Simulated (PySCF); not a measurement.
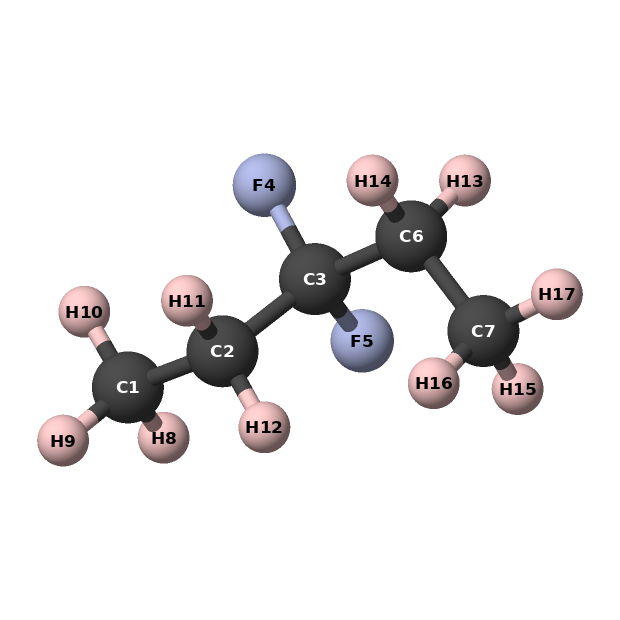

Every bond is drawn as one stick. The computed structure is the end point of a PBE0-D3(BJ)/def2-SVP optimisation. No frequency run is at hand to confirm it as a minimum. Method: PBE0/pcSseg-0 (PySCF 2.14.0).

List the Mayer bond orders of C1–C2, C2–C3, C3–F4, C3–F5, C3–C6, C6–C7 (bonds between heavy atoms, one of each equivalent set).

```tsv
bond	Mayer order	length (Å)
C1–C2	1.00	1.519
C2–C3	0.94	1.515
C3–F4	0.83	1.366
C3–F5	0.82	1.368
C3–C6	0.98	1.516
C6–C7	0.97	1.519
```
